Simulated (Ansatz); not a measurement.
CH5FOSi···H2

```xyz
11

Si   -0.9736    0.5018    0.7688
F     0.2219    1.6082    0.2703
O    -0.9302   -0.9201   -0.1723
C     0.0869   -1.9547   -0.1298
H    -2.3069    1.1117    0.5184
H    -0.6582    0.1856    2.2025
H     1.5699    2.8784   -1.2954
H     1.9817    3.2671   -1.7787
H    -0.3585   -2.8572   -0.5519
H     0.4129   -2.1592    0.9000
H     0.9542   -1.6616   -0.7320
```

The calculation used UKS B3LYP/6-31G in Ansatz 0.2.0.

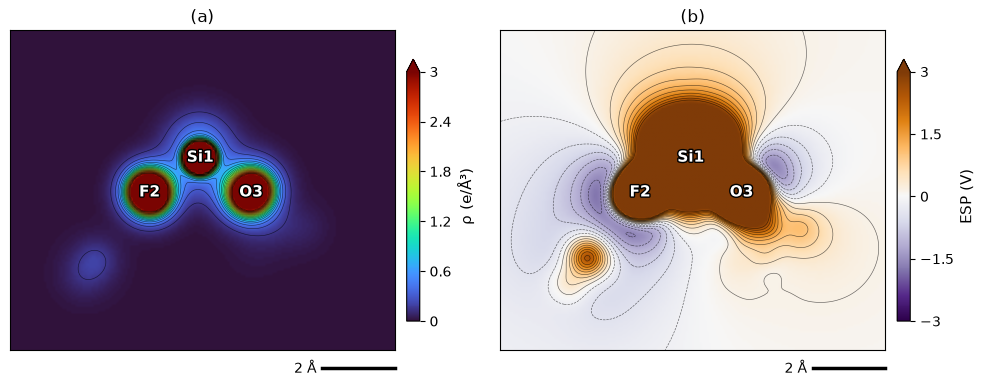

Figure 1. (a) electron density; (b) electrostatic potential on the plane of atoms F2, Si1 and O3.

Question: What do the fields say about this system?

Answer: The plane passes through Si, F and O nuclei. Si–F (1.70 Å): ρ at the midpoint is about 0.77 e/Å³. Si–O (1.71 Å): ρ at the midpoint is about 0.86 e/Å³. Outside the dense part of the complex the potential is most negative (−1.8 V) near F2.

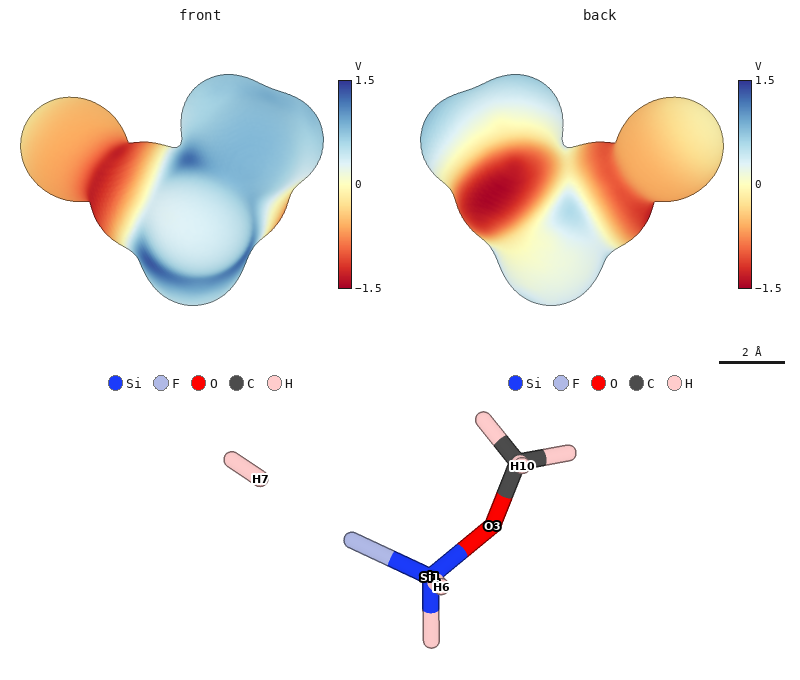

Figure 2. The electrostatic potential painted on the density surface at 0.001 e/bohr³, seen from the front and from behind; the colour scale runs from red (negative) to blue (positive). The bare structure is drawn below in the same view.

Question: Where is the surface potential most negative and most positive?

Answer: The most negative region (about −1.4 V, or −32 kcal/mol for a unit charge) lies over O3, the most positive (about +1.2 V, or +28 kcal/mol for a unit charge) over Si1. O3 is the likeliest acceptor of a hydrogen bond.

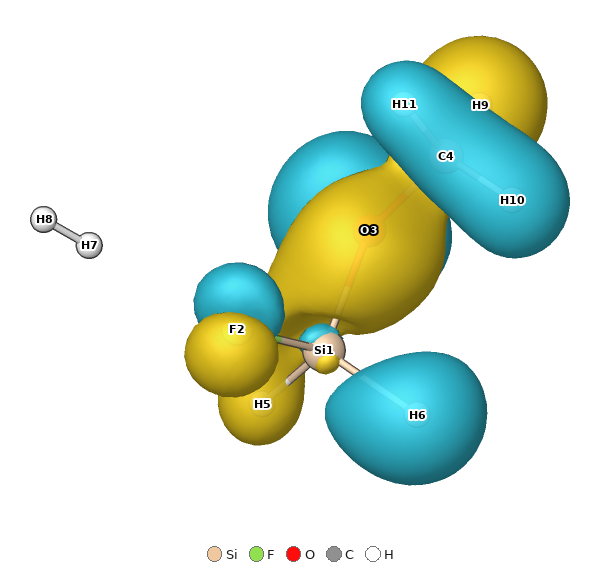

Figure 3. The HOMO−1 at ±0.08 Å⁻³ᐟ² (yellow and cyan are the two phases), seen at a tilt.

Question: Describe this orbital and give its energy.

Answer: It lies mainly on O3 (about 60 %), C4 (about 10 %) and Si1 (about 10 %). Its energy is −8.49 eV.
